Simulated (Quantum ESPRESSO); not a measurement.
One Al site of AlN in P6₃mc, with the coupling taken from the PAW reconstruction of the field gradient on a scalar-relativistic PBE ground state (a modified build of Quantum ESPRESSO, JTH datasets) (|Q| = 0.1466 barn). The cell was made here from an entry of the Crystallography Open Database (unchecked): atoms relaxed with PBE in the measured cell (PBE without dispersion, pw.x of Quantum ESPRESSO, symmetry kept).  Stability against distortions was not tested. Cores are frozen. Against all-electron runs on small test molecules, this scheme's |Vzz| missed by −7 % on Al, under 1 % on N.

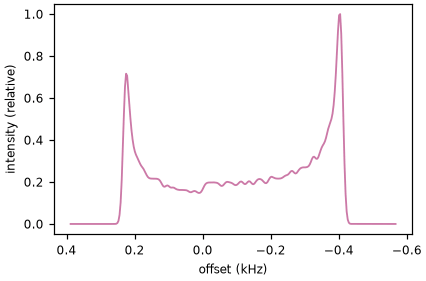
Figure. Simulated static powder pattern of the ²⁷Al central transition at 14.1 T (Larmor frequency ν0 = 156.6 MHz, I = 5/2), second-order quadrupolar broadening alone, zero at the isotropic chemical shift

Question: Estimate |C_Q| and η_Q from the pattern.

Answer: 
|C_Q| ≈ 1.8 MHz and η_Q ≈ 0.0. The pattern runs from -0.409 to 0.230 kHz before smoothing, a width that goes as C_Q²/ν0, with its centre of gravity at -0.123 kHz.
